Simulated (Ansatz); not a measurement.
Consider C3H5AlO4 (SMILES [OH][Al-]1([OH])[O]C=CC=[O+]1).

Input file:

```
crystal:
  periodic: [false, false, false]
  atoms:
    - symbol: C
      position_ang: [-0.878080, 0.740815, -1.262731]
    - symbol: C
      position_ang: [-1.375170, -0.561107, -1.169983]
    - symbol: C
      position_ang: [-0.909323, -1.437933, -0.187732]
    - symbol: Al
      position_ang: [1.012291, 0.361647, 0.769574]
    - symbol: O
      position_ang: [0.921275, 1.114927, 2.293718]
    - symbol: O
      position_ang: [2.543390, 0.013665, 0.109131]
    - symbol: O
      position_ang: [0.019073, 1.241341, -0.522508]
    - symbol: O
      position_ang: [-0.015445, -1.175722, 0.669961]
    - symbol: H
      position_ang: [0.138700, 1.367344, 2.780361]
    - symbol: H
      position_ang: [3.362246, 0.226244, 0.556517]
    - symbol: H
      position_ang: [-1.295942, 1.412327, -2.033093]
    - symbol: H
      position_ang: [-2.151349, -0.890433, -1.859997]
    - symbol: H
      position_ang: [-1.351365, -2.447914, -0.128319]
basis:
  gaussian:
    orbitals: def2-SVPD
output: {forces: true, orbitals: {seedname: orbitals}}
hamiltonian:
  xc: {name: PBE0}
```

Launched as:

```sh
ansatz run input.yaml --threads 2 --pin off --max-ram 6090MiB --events-out events.jsonl --progress --plain --runs-dir runs
```

Geometry: PBE0-D4/def2-SVP.

Computed with Ansatz 0.2.0, isolated molecule in a Gaussian basis; Kohn-Sham density functional theory, functional PBE0.

Predict the electron density and electron localisation function between the atoms.

C–O (1.27 Å): the density is about 2.9 e/Å³ at the midpoint; the ELF peaks at about 0.90 between the atoms: a polar covalent bond.
C–C (1.40 Å): the density is about 2.1 e/Å³ at the midpoint; the ELF peaks at about 0.95 between the atoms; a covalent bond.
Al–O (1.85 Å): the density is about 0.59 e/Å³ at the midpoint; the ELF peaks at about 0.90 in the valence shell of O, 0.6 Å from its nucleus, and is about 0.45 at the midpoint.
C–H (1.09 Å): ρ at the midpoint is about 1.9 e/Å³; the ELF climbs to about 1 towards the hydrogen, as it does in any bond to H; an ordinary covalent bond to hydrogen.

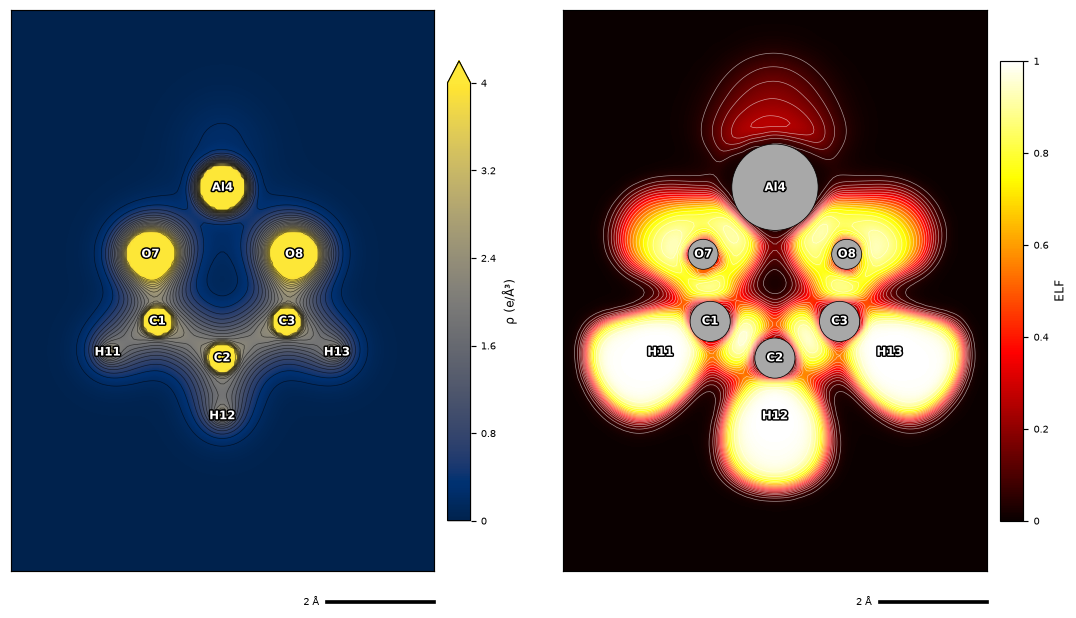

Computed electron density and electron localisation function on the plane of atoms C1, C2 and H12, in this order. Grey discs cover the atomic cores in the ELF map. 
